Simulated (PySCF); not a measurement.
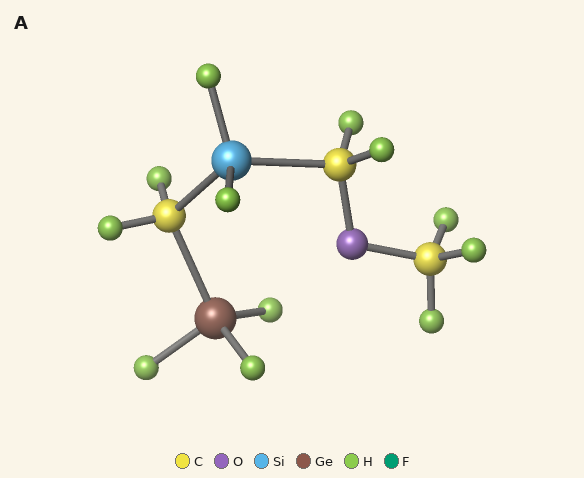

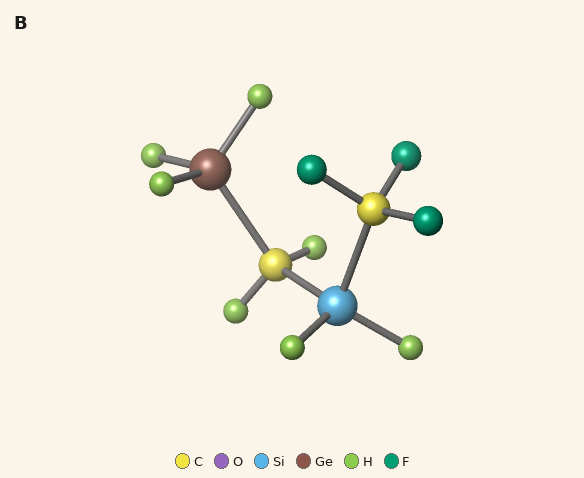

Two related species, optimised with GFN2-xTB; properties computed with PySCF 2.14.0. Both: charge 0, singlet.

> What are A and B?

A is C3H12GeOSi, B is C2H7F3GeSi.

Compare them. With CAM-B3LYP/def2-SVPD: dipole moment (D), HOMO–LUMO gap (eV), HOMO energy (Kohn–Sham orbital) (eV), lowest vertical singlet excitation (eV), mean static polarisability (bohr³). With GFN2-xTB: mean Si–C length (Å), mean Si–H length (Å).

```
                               quantity      A       B
                      dipole moment (D)   2.02    2.90
                     HOMO–LUMO gap (eV)  10.10   10.98
   HOMO energy (Kohn–Sham orbital) (eV)  −9.10  −10.28
lowest vertical singlet excitation (eV)   7.21    7.89
     mean static polarisability (bohr³)   98.8    82.7
                   mean Si–C length (Å)  1.900   1.915
                   mean Si–H length (Å)  1.469   1.462
```

Each is one conformer, and no frequency run is at hand to confirm it as a minimum.

The geometry is semi-empirical. Around Ge, Si such bond lengths and angles can be off by a tenth of an ångström or more and by several degrees, and values that hang on the shape move with them.
